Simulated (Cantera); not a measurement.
Charge: 1 mol SiH2Cl2, 0.022 mol C2H4, 6.5 mol H2, equilibrated at 0.0500 bar.

Equilibrium computed with Cantera from the NASA thermochemical tables; the gas is ideal and each condensed phase is pure. Candidate condensed phases: C, C6H6, C7H8, C8H18, Si, SiC; 109 gas species. Mutual solubility and eutectic melting of coexisting phases are not modelled. The tables' values for SiCl, SiCl3 are old estimates; treat these amounts as uncertain. Gases not in the tables: Si2H6 and higher silanes. The numbers say what is thermodynamically allowed, not how fast it happens.

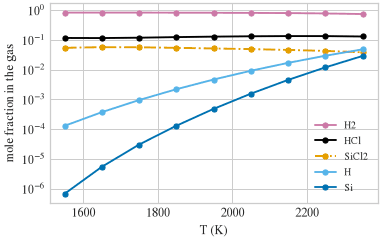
Equilibrium gas composition (values under 1e-9 drawn at 1e-9)

Problem. Read off the mole fractions at 1550 K.

Solution. H2 about 0.83, HCl about 0.12, SiCl2 about 0.054, H about 0.00013, Si about 6.6e-7.
